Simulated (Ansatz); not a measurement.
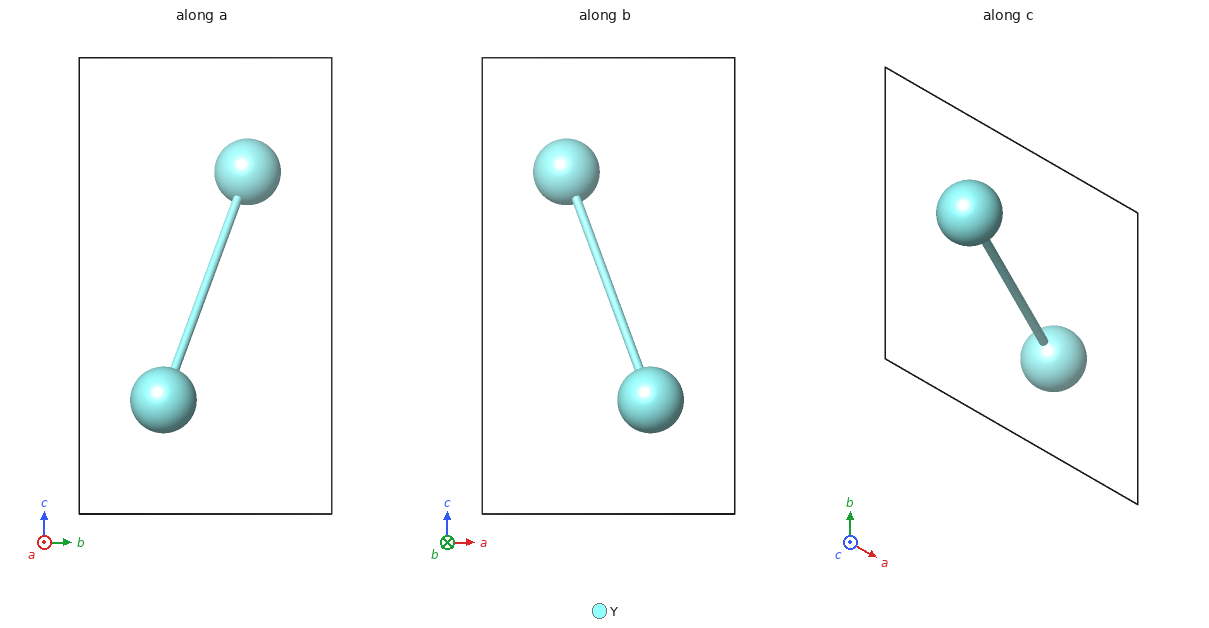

Drawn in the ball-and-stick manner and seen along the a axis, along the b axis and along the c axis. The parallelepiped is the conventional unit cell.

Lattice parameters: a = 3.449 Å, b = 3.449 Å, c = 5.396 Å, α = 90.00°, β = 90.00°, γ = 120.00°. Put a along x and b in the xy plane.

> Express the structure as a POSCAR file.

```
Y
1.0
     3.449    0.000    0.000
    -1.725    2.987    0.000
     0.000    0.000    5.396
Y
2
Direct
  0.3333 0.6667 0.7500
  0.6667 0.3333 0.2500
```

The geometry is that of a generated cell, made by putting these elements into a known structure type (the compound may or may not exist in this form), without relaxation. Ansatz was used for an electronic-structure calculation on it.

At this level of theory the cell isn't at rest (compressed, at 10 GPa), so its distances can differ from those at equilibrium, the more so the softer the solid.
